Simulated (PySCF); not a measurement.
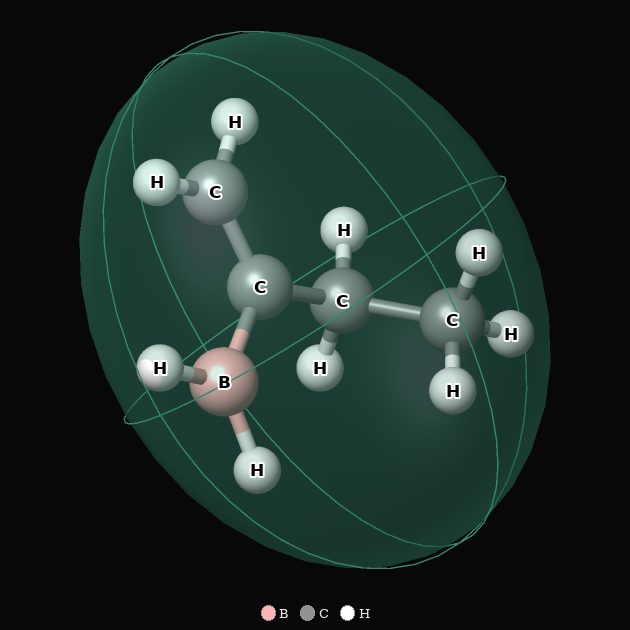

The ellipsoid shows the static dipole polarisability: its half-axes are proportional to the principal values. Computed geometry: PBE0-D3(BJ)/def2-SVP optimisation. No frequency run is at hand to confirm it as a minimum. Computed with BHandHLYP/def2-SVPD (PySCF 2.14.0).

How large and how anisotropic is the polarisability?

Answer. Principal values 50.7, 66.9, 76.8 bohr³; mean 64.8 bohr³ (9.60 Å³); anisotropy 22.8 bohr³, so the longest axis is 1.52 times the shortest.
